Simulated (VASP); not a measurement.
Band structure of NbN (rock salt). These are PBE GGA with D3 dispersion (Becke-Johnson damping), VASP's PBE PAW potentials (set 64) (plane waves; VASP) values and carry that method's errors.

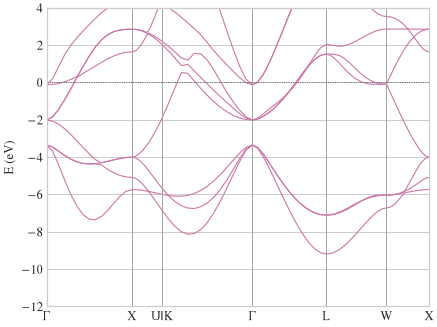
*Bands along high-symmetry lines, zero at the valence-band maximum or, without a gap, the Fermi level*

Read the plot: is there a gap, and where are the band edges?

It has no gap at this level: it comes out as a metal or semimetal. (Edges off the drawn lines would not show.)

The compound is NbN in the rock salt structure, the cubic δ form, which competes with hexagonal ones. It was relaxed first.
